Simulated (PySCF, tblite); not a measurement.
# C₇H₁₀OSi: geometry, infrared bands and NMR shifts

Aim: predict the infrared bands and NMR shifts of C₇H₁₀OSi (`C=C[C@H](C)C1=C[SiH2]C1=O`).

Computed with tblite 0.8.0 and PySCF 2.14.0, with density-fitted response routines of our own, on a single molecule in the gas phase. Atoms are numbered from 0 throughout.

## Step 1: The molecule as given

19 atoms, charge 0, multiplicity 1; geometry from: force field or distance geometry start.

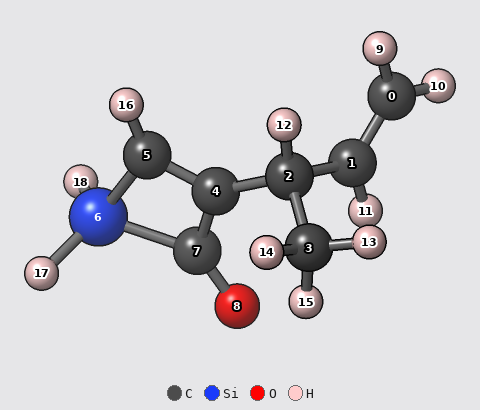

The starting geometry (carbon dark grey, silicon blue, oxygen red, hydrogen pink), atoms numbered.

## Step 2: Optimising the geometry with GFN2-xTB

What the job is given:

```
{"job": {"kind": "relax", "xc": "GFN2-xTB", "basis": "xTB"}, "charge": 0, "multiplicity": 1}
C     -2.258600     1.570000    -0.749100
C     -1.514200     0.785200     0.018300
C     -0.753900    -0.363000    -0.549400
C     -1.184100    -1.650000     0.130400
C      0.692600    -0.105900    -0.256600
C      1.749800     0.019200    -1.045500
Si     3.008500     0.308000     0.250500
C      1.381900     0.090400     1.003900
O      0.964000     0.088800     2.190200
H     -2.353600     1.389900    -1.828100
H     -2.826800     2.415000    -0.340800
H     -1.437900     0.966800     1.107200
H     -0.940000    -0.423000    -1.616100
H     -2.286600    -1.717900     0.108800
H     -0.734400    -2.528600    -0.395700
H     -0.846700    -1.612100     1.221300
H      1.842900    -0.030200    -2.119000
H      3.881600    -0.832800     0.557000
H      3.605600     1.639600     0.320300
```

On the command line:

```
> OMP_NUM_THREADS=1 python probes_run.py task.json out
```

This one command runs all jobs of the session in turn.

Standard output:

```text
step      E/eV     max force
  0    -700.80098    6.306
  1    -700.92664    7.617
  2    -701.22921    1.240
  3    -701.26498    0.947
  4    -701.29799    0.520
  5    -701.32234    0.368
  6    -701.33599    0.289
  7    -701.34823    0.269
  8    -701.35886    0.250
  9    -701.36676    0.236
 10    -701.37092    0.118
 11    -701.37322    0.143
 12    -701.37514    0.160
 13    -701.37708    0.124
 14    -701.37874    0.099
 15    -701.37960    0.063
 16    -701.38025    0.076
 17    -701.38086    0.060
 18    -701.38136    0.049
 19    -701.38182    0.054
 20    -701.38229    0.051
 21    -701.38273    0.052
 22    -701.38308    0.049
 23    -701.38338    0.040
 24    -701.38370    0.051
 25    -701.38409    0.052
 26    -701.38449    0.047
 27    -701.38487    0.050
 28    -701.38527    0.054
 29    -701.38573    0.068
 30    -701.38618    0.055
 31    -701.38651    0.046
 32    -701.38677    0.046
 33    -701.38706    0.052
 34    -701.38741    0.056
 35    -701.38773    0.038
 36    -701.38797    0.041
 37    -701.38816    0.036
 38    -701.38836    0.038
 39    -701.38853    0.033
 40    -701.38866    0.020
 41    -701.38875    0.022
 42    -701.38884    0.035
 43    -701.38895    0.033
 44    -701.38904    0.027
 45    -701.38911    0.026
 46    -701.38917    0.020
 47    -701.38923    0.024
 48    -701.38928    0.019
 49    -701.38933    0.019
 50    -701.38937    0.015
 51    -701.38942    0.019
 52    -701.38946    0.016
 53    -701.38948    0.010
```

Run time: 0.72 s. Hardware: 1 thread of Arm Neoverse N1, shared host.

Step by step: (not every step is listed)

| step | energy from step 0 (eV) | largest force (eV/Å) |
| --- | --- | --- |
| 0 | 0.0000 | 6.3063 |
| 1 | -0.1257 | 7.6172 |
| 2 | -0.4282 | 1.2399 |
| 3 | -0.4640 | 0.9471 |
| 4 | -0.4970 | 0.5199 |
| 5 | -0.5214 | 0.3676 |
| 6 | -0.5350 | 0.2885 |
| 7 | -0.5472 | 0.2690 |
| 8 | -0.5579 | 0.2503 |
| 12 | -0.5742 | 0.1600 |
| 16 | -0.5793 | 0.0760 |
| 20 | -0.5813 | 0.0508 |
| 24 | -0.5827 | 0.0507 |
| 28 | -0.5843 | 0.0536 |
| 32 | -0.5858 | 0.0461 |
| 36 | -0.5870 | 0.0406 |
| 40 | -0.5877 | 0.0201 |
| 44 | -0.5881 | 0.0267 |
| 48 | -0.5883 | 0.0189 |
| 49 | -0.5883 | 0.0189 |
| 50 | -0.5884 | 0.0152 |
| 51 | -0.5884 | 0.0192 |
| 52 | -0.5885 | 0.0161 |
| 53 | -0.5885 | 0.0099 |

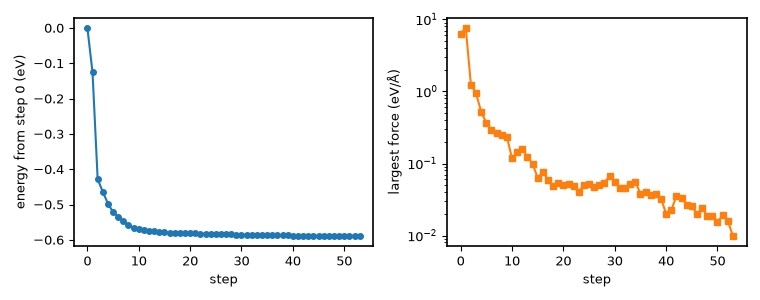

Energy and largest force along the relaxation.

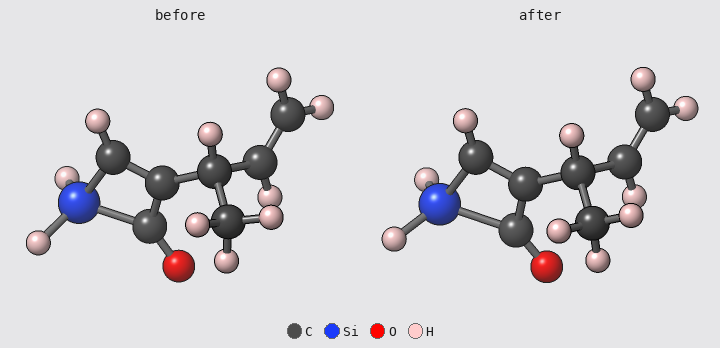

Before and after, at one scale.

Close pairs (by a distance rule), those that changed most:

| bond | before (Å) | after (Å) | change (Å) |
| --- | --- | --- | --- |
| Si6–C7 | 1.806 | 1.946 | +0.140 |
| C5–Si6 | 1.830 | 1.895 | +0.066 |
| C3–H15 | 1.143 | 1.087 | -0.055 |
| C7–O8 | 1.258 | 1.206 | -0.052 |
| C4–C7 | 1.450 | 1.487 | +0.037 |
| C3–H14 | 1.118 | 1.088 | -0.030 |
| C4–C5 | 1.325 | 1.351 | +0.026 |
| C1–H11 | 1.107 | 1.081 | -0.025 |

The next job starts from the end point, and lists it.

## Step 3: Infrared spectrum with GFN2-xTB

What the job is given:

```
{"job": {"kind": "ir", "xc": "GFN2-xTB", "basis": "xTB"}, "charge": 0, "multiplicity": 1}
C     -2.274289     1.603756    -0.746247
C     -1.541800     0.803875     0.003888
C     -0.743715    -0.354551    -0.527991
C     -1.193987    -1.653558     0.154298
C      0.701948    -0.111298    -0.242749
C      1.760833     0.009007    -1.073112
Si     3.079592     0.292391     0.258232
C      1.334600     0.070983     1.090473
O      0.850774     0.069012     2.195331
H     -2.348889     1.471662    -1.814189
H     -2.836397     2.421071    -0.326969
H     -1.474447     0.948193     1.073447
H     -0.890306    -0.437234    -1.611575
H     -2.252423    -1.822567    -0.030978
H     -0.629031    -2.500245    -0.231298
H     -1.033594    -1.584549     1.227217
H      1.724054    -0.058412    -2.149289
H      4.060466    -0.771771     0.448373
H      3.696810     1.613485     0.310841
```

Standard output:

```text
mode    cm-1     km/mol
  1      34.9      2.84
  2      54.6      0.03
  3      97.9      0.37
  4     142.3      2.42
  5     158.1      0.54
  6     218.8      0.00
  7     275.0      0.89
  8     315.0      3.20
  9     329.0      2.28
 10     393.3      7.11
 11     424.7     11.71
 12     437.2      0.87
 13     477.6     66.94
 14     564.5     23.96
 15     593.9     96.95
 16     635.4     17.56
 17     679.9     49.37
 18     686.1     12.67
 19     764.3     70.29
 20     802.6    212.54
 21     836.4     45.87
 22     841.6     18.58
 23     895.7     14.25
 24     907.6     13.11
 25     981.2      4.01
 26    1018.6     10.29
 27    1031.1     14.92
 28    1087.2      1.91
 29    1108.2      9.81
 30    1169.1      2.62
 31    1233.1     12.15
 32    1261.2      9.90
 33    1285.3      4.19
 34    1299.5      0.88
 35    1402.1      2.57
 36    1417.2      2.15
 37    1493.9      1.73
 38    1495.8      6.47
 39    1586.3     55.27
 40    1715.6     10.84
 41    1772.0    319.58
 42    2280.2    431.29
 43    2295.0    163.03
 44    2919.3     42.29
 45    3025.3     36.29
 46    3034.4     36.14
 47    3049.6      9.55
 48    3073.5      7.62
 49    3081.5     35.46
 50    3091.0     33.42
 51    3120.5     50.44
```

It took 1.3 s on 1 thread of Arm Neoverse N1, shared host.

The strongest bands and the atoms that carry them (share of the mass-weighted mode):

| cm⁻¹ | km/mol | atoms |
| --- | --- | --- |
| 478 | 66.9 | H17 28 %, H18 26 %, C4 16 %, Si6 13 % |
| 594 | 97.0 | H17 31 %, H18 29 %, Si6 14 % |
| 764 | 70.3 | H17 30 %, H18 30 %, C5 25 % |
| 803 | 212.5 | C5 25 %, Si6 19 %, H17 16 %, H18 16 % |
| 1586 | 55.3 | C4 59 %, C5 34 % |
| 1772 | 319.6 | C7 62 %, O8 36 % |
| 2280 | 431.3 | H17 64 %, H18 32 % |
| 2295 | 163.0 | H18 65 %, H17 33 % |

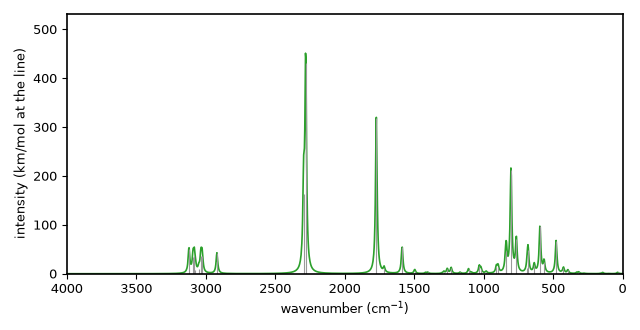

The infrared spectrum from these modes, unscaled. Lines are broadened to a width of 14 cm⁻¹ (Lorentzian).

## Step 4: Shielding tensors: PBE0/pcSseg-1

The job, as its differences from that of step 3:

```diff
@@ -1,2 +1,2 @@
-{"job": {"kind": "ir", "xc": "GFN2-xTB", "basis": "xTB"}, "charge": 0, "multiplicity": 1}
+{"job": {"kind": "nmr", "xc": "PBE0", "basis": "pcSseg-1"}, "charge": 0, "multiplicity": 1}
 C     -2.274289     1.603756    -0.746247
```

Method: GIAO PBE0/pcSseg-1 NMR shielding, non-relativistic, gas phase.

Standard output:

```text
coarse grid: 16512 points
cycle   1  E = -636.6239207653  dE =  1.262e+00  |g| = 7.851e-01  |ddm| = 4.069e+00
cycle   2  E = -636.1663850090  dE =  4.575e-01  |g| = 1.684e+00  |ddm| = 2.954e+00
cycle   3  E = -636.7443283933  dE = -5.779e-01  |g| = 2.219e-01  |ddm| = 2.433e+00
cycle   4  E = -636.7551608835  dE = -1.083e-02  |g| = 8.362e-02  |ddm| = 2.847e-01
cycle   5  E = -636.7566404476  dE = -1.480e-03  |g| = 3.567e-02  |ddm| = 1.030e-01
cycle   6  E = -636.7569470692  dE = -3.066e-04  |g| = 9.152e-03  |ddm| = 4.035e-02
cycle   7  E = -636.7569679776  dE = -2.091e-05  |g| = 3.314e-03  |ddm| = 1.463e-02
cycle   8  E = -636.7569706115  dE = -2.634e-06  |g| = 8.569e-04  |ddm| = 4.191e-03
final grid: 155312 points
cycle   9  E = -636.8224015712  dE = -2.515e-05  |g| = 1.308e-02  |ddm| = 4.074e-02
cycle  10  E = -636.8223077577  dE =  9.381e-05  |g| = 2.555e-02  |ddm| = 3.502e-02
cycle  11  E = -636.8224359048  dE = -1.281e-04  |g| = 3.142e-03  |ddm| = 2.536e-02
cycle  12  E = -636.8224381368  dE = -2.232e-06  |g| = 2.900e-04  |ddm| = 3.188e-03
cycle  13  E = -636.8224381435  dE = -6.691e-09  |g| = 2.355e-04  |ddm| = 5.675e-04
cycle  14  E = -636.8224381576  dE = -1.413e-08  |g| = 4.167e-05  |ddm| = 2.580e-04
cycle  15  E = -636.8224381580  dE = -3.897e-10  |g| = 1.449e-05  |ddm| = 5.673e-05
converged SCF energy = -636.8224381580

GIAO shielding tensors (ppm)
atom      isotropic    diamagn.    paramagn.     s11        s22        s33       span
  0 C       66.407     253.581    -187.173    -43.095     84.350    157.968    201.062
  1 C       37.536     257.630    -220.093    -85.939     44.937    153.611    239.549
  2 C      134.845     241.370    -106.524    123.331    136.674    144.531     21.200
  3 C      165.228     248.136     -82.909    148.765    162.415    184.503     35.738
  4 C       -7.039     266.453    -273.493   -117.334     -4.599    100.815    218.149
  5 C       11.954     255.933    -243.979   -111.063    -16.536    163.462    274.524
  6 Si     372.503     880.983    -508.480    305.123    351.628    460.759    155.637
  7 C      -37.135     246.885    -284.019   -115.568    -67.021     71.185    186.753
  8 O     -410.294     402.384    -812.678  -1185.069   -363.483    317.669   1502.738
  9 H       26.368      31.927      -5.559     23.026     25.727     30.349      7.323
 10 H       26.478      29.346      -2.868     23.767     25.223     30.446      6.678
 11 H       25.000      33.147      -8.147     22.704     23.606     28.690      5.987
 12 H       28.657      34.231      -5.574     26.354     27.781     31.836      5.482
 13 H       30.668      29.989       0.680     26.979     28.366     36.660      9.680
 14 H       30.629      30.807      -0.178     26.876     28.594     36.417      9.540
 15 H       29.627      31.141      -1.514     25.183     28.981     34.717      9.534
 16 H       23.042      33.342     -10.300     15.987     25.684     27.456     11.469
 17 H       26.507      28.991      -2.484     24.099     24.720     30.702      6.603
 18 H       26.534      29.054      -2.520     24.118     24.702     30.782      6.664
```

Run time: 91 s. Hardware: 1 thread of Arm Neoverse N1, shared host; peak memory 0.9 GiB.

Shifts follow as δ = σ(reference) − σ, with reference shieldings (ppm) from runs at the same level and on the same kind of geometry: 1H TMS 31.72, 13C TMS 186.9, 29Si TMS 349.2, 17O H2O 336.1. The references are single molecules in the gas phase, so shifts against H2O, NH3, PH3, H3PO4 or CFCl3 are not on the usual liquid scales and can be off by tens of ppm. Atoms listed in one row are averaged.

| atoms | environment | σ (ppm) | δ (ppm) | δ scaled to CDCl3 |
| --- | --- | --- | --- | --- |
| C7 | carbonyl carbon | -37.1 | 224.1 | 216.8 |
| C4 | α carbon of a C=C–C=O unit | -7.0 | 194.0 | 187.4 |
| C5 | β carbon of a C=C–C=O unit | 12.0 | 175.0 | 168.9 |
| C1 | alkene CH | 37.5 | 149.4 | 143.9 |
| C0 | terminal =CH2 carbon | 66.4 | 120.5 | 115.7 |
| C2 | allylic sp3 CH | 134.8 | 52.1 | 48.9 |
| C3 | methyl carbon | 165.2 | 21.7 | 19.3 |
| H16 | hydrogen on a β carbon of a C=C–C=O unit | 23.04 | 8.67 | 8.28 |
| H11 | hydrogen on an alkene CH | 25.00 | 6.72 | 6.44 |
| H9 | hydrogen on a terminal =CH2 carbon | 26.37 | 5.35 | 5.15 |
| H10 | hydrogen on a terminal =CH2 carbon | 26.48 | 5.24 | 5.04 |
| H17 | hydrogen on a silicon bonded to 2 C, in a 4-membered ring | 26.51 | 5.21 | – |
| H18 | hydrogen on a silicon bonded to 2 C, in a 4-membered ring | 26.53 | 5.18 | – |
| H12 | hydrogen on an allylic sp3 CH | 28.66 | 3.06 | 2.99 |
| H13, H14, H15 | hydrogen on a methyl carbon | 30.31 | 1.41 | 1.43 |
| Si6 | silicon bonded to 2 C, 2 H, in a 4-membered ring | 372.5 | -23.3 | – |
| O8 | carbonyl oxygen | -410.3 | 746.4 | – |

The scaled column applies a straight-line fit of computed shieldings to shifts measured in CDCl3 (root-mean-square error 0.16 ppm for H, 1.9 ppm for C).

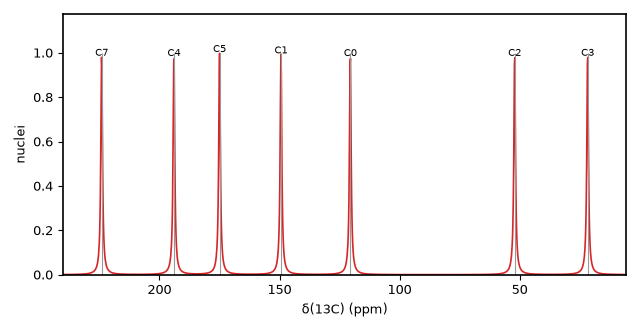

13C lines at the computed shifts, without couplings. Lines are broadened to a width of 0.81 ppm (Lorentzian).

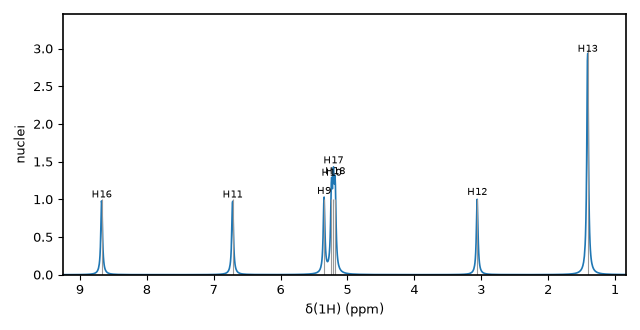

1H lines at the computed shifts, without couplings. Lines are broadened to a width of 0.03 ppm (Lorentzian).

The run also stored atomic charges by several schemes (e):

| atoms | Mulliken | IAO | Hirshfeld | ESP fit |
| --- | --- | --- | --- | --- |
| C0 | -0.13 | -0.32 | -0.11 | -0.45 |
| C1 | -0.16 | -0.13 | -0.04 | -0.20 |
| C2 | -0.25 | -0.12 | -0.02 | 0.35 |
| C3 | -0.19 | -0.42 | -0.12 | -0.57 |
| C4 | -0.16 | -0.01 | 0.01 | -0.14 |
| C5 | -0.27 | -0.39 | -0.11 | -0.32 |
| Si6 | 0.65 | 0.67 | 0.33 | 0.37 |
| C7 | 0.09 | 0.14 | 0.07 | 0.35 |
| O8 | -0.35 | -0.39 | -0.23 | -0.45 |

Hirshfeld charges:

C0 -0.11; C1 -0.04; C2 -0.02; C3 -0.12; C4 0.01; C5 -0.11; Si6 0.33; C7 0.07; O8 -0.23; H9 0.04; H10 0.05; H11 0.04; H12 0.04; H13 0.04; H14 0.04; H15 0.04; H16 0.05; H17 -0.07; H18 -0.07

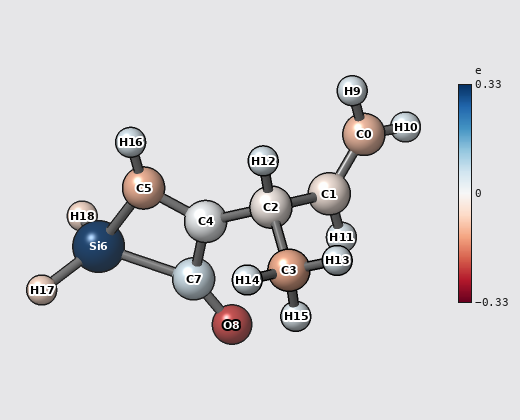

Hirshfeld charges, as colours on the atoms.

Mayer bond orders: C0–C1 1.99, C1–C2 0.99, C2–C3 1.03, C2–C4 0.94, C4–C5 1.73, C5–Si6 0.92, Si6–C7 0.86, C7–O8 1.95, C7–C4 0.93.

Ring of atoms C4, C5, Si6, C7: NICS(0) 6.5, NICS(1) -2.9, NICS(1)zz 0.0 ppm (means of both faces).

The fields below are evaluated on a grid from the run's orbitals.

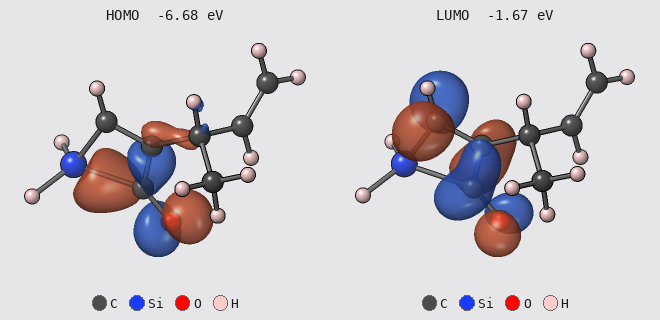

PBE0/pcSseg-1 orbitals near the gap, drawn at the value that encloses 70 % of each; the two colours are the two signs.

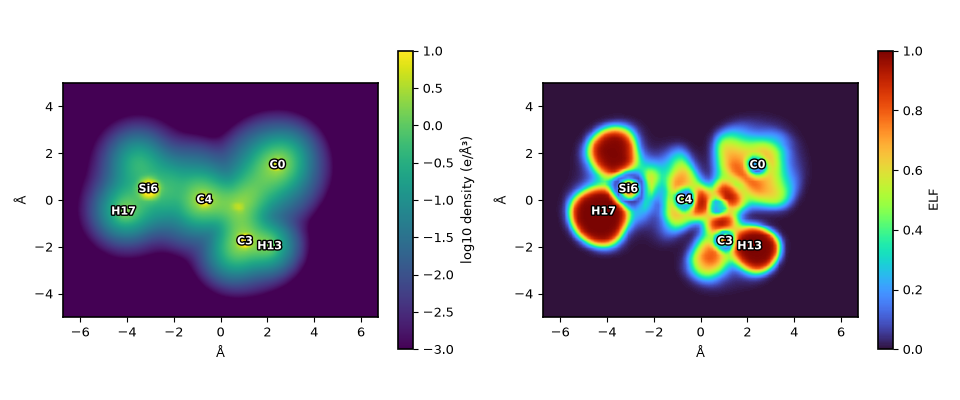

Density (left) and ELF (right) in a plane through or near 6 of the atoms.

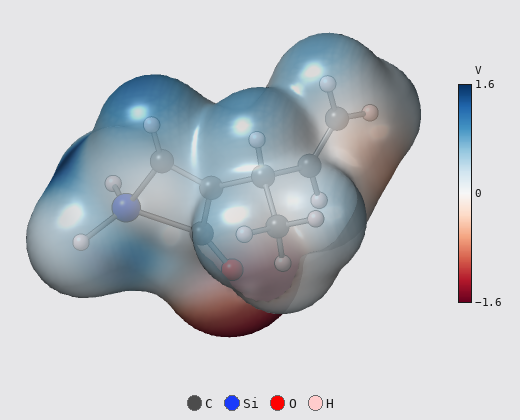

Electrostatic potential on the surface of density 0.002 e/bohr³; red is low, blue high. It runs from -1.60 V near O8 to 1.27 V near Si6.

## Step 5: Results

```
                                                              quantity                                               value
                             strongest single infrared mode (GFN2-xTB)                               2280 cm⁻¹, 431 km/mol
                                          zero-point energy (GFN2-xTB)                                       89.9 kcal/mol
                                13C shifts against TMS (PBE0/pcSseg-1)   224.1, 194.0, 175.0, 149.4, 120.5, 52.1, 21.7 ppm
1H shifts against TMS (PBE0/pcSseg-1, means over atoms taken as alike)  8.67, 6.72, 5.35, 5.24, 5.21, 5.18, 3.06, 1.41 ppm
                               29Si shifts against TMS (PBE0/pcSseg-1)                                           -23.3 ppm
                                17O shifts against H2O (PBE0/pcSseg-1)                                           746.4 ppm
                                 surface potential, least and greatest                                  -1.60 V and 1.27 V
```

Relaxing lowered the energy by 0.589 eV in 53 steps; the close pair that moved most is Si6–C7, from 1.806 to 1.946 Å. No mode is imaginary among the 51: a minimum at this level. The strongest single mode, at 2280 cm⁻¹, moves mainly H17 and H18. GFN2-xTB is a fitted tight-binding method: band positions and strengths are rough. Its intensities can rank the bands wrongly. At PBE0/pcSseg-1: Shielding is most anisotropic at O8 (span 1503 ppm, paramagnetic term -813 ppm). At PBE0/pcSseg-1, counted by nearest atom on the grid, the HOMO lies on O8 47 %; C7 15 %, the LUMO on C5 30 %; C7 24 %.
